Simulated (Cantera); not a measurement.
A closed system holds: 1 mol BF3, 0.65 mol O2, 0.75 mol H2, at 1330 Pa.

Method: chemical equilibrium by Gibbs-energy minimisation in Cantera with the NASA 1993 tables (ideal gas, pure condensed phases). Candidate condensed phases: B, B2O3, B3O3H3, H2O; 43 gas species. Gases not in the tables: H3BO3. The numbers say what is thermodynamically allowed, not how fast it happens.

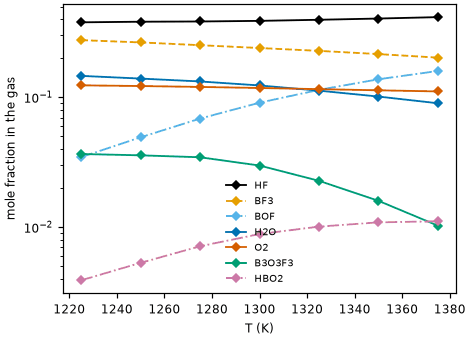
Fig. 1. Equilibrium gas composition (values under 1e-9 drawn at 1e-9)

From 1225 K to 1275 K the condensed part is B2O3(l). From 1300 K to 1375 K nothing is condensed.
